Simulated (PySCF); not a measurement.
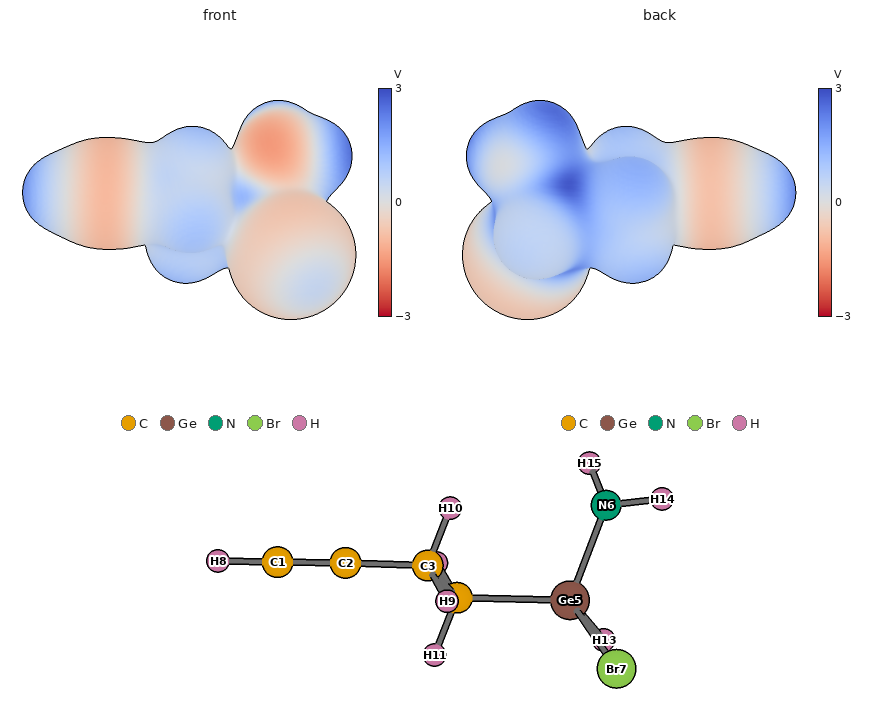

The picture shows: C4H8BrGeN. The molecular electrostatic potential painted on the density surface at 0.004 e/bohr³, seen from the front and from behind; red is negative and blue positive. The bare structure is drawn below in the same view.

Geometry: GFN2-xTB.

Method: wB97X-D/def2-SVPD, SCF density, gas phase (PySCF 2.14.0).

```xyz
15

C     3.5328   -0.4555   -0.1480
C     2.4064   -0.1966    0.1618
C     1.0240    0.1109    0.4631
C     0.1856    0.1050   -0.8167
Ge   -1.7311    0.4849   -0.4422
N    -2.3375   -0.7101    0.7859
Br   -1.9426    2.4803    0.6520
H     4.5291   -0.6760   -0.3900
H     0.9737    1.0951    0.9422
H     0.6353   -0.6299    1.1697
H     0.5756    0.8438   -1.5197
H     0.2594   -0.8682   -1.3046
H    -2.6123    0.6486   -1.6915
H    -3.2273   -0.5349    1.2312
H    -2.2756   -1.6895    0.5539
```

> Which sites attract a positive test charge, and which a negative one?

A positive charge is drawn to the negative regions and a negative charge to the positive ones. The most negative region (about −1.4 V) lies over N6, the most positive (about +2.6 V) over Ge5. Br7 shows a σ-hole: about +0.5 V at the tip opposite its bond, against about −0.5 V on its flanks. N6 is the likeliest acceptor of a hydrogen bond.

> What dipole moment does the calculation give?

Its dipole moment is 2.70 D.
